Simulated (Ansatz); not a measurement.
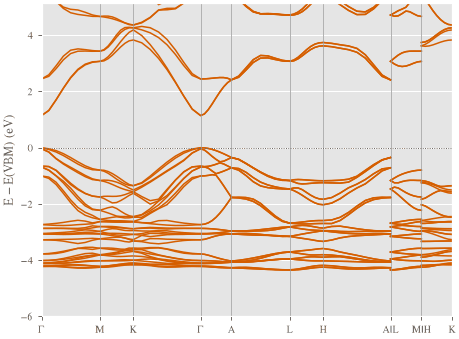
Figure. Band structure from PBE with spin–orbit coupling in the plane-wave PAW code Ansatz

**Question.** Read off the gap and where the band edges lie.

**Answer.** About 1.1 eV (1.14 eV by a search for the band edges); maximum at Γ, minimum at Γ.

The material is AgI (wurtzite, space group No. 186).

Space group P6_3mc (wurtzite). Symmetry was held in the PBE relaxation. The run is not spin-polarised.

Potentials: the later of the program's two PAW sets.
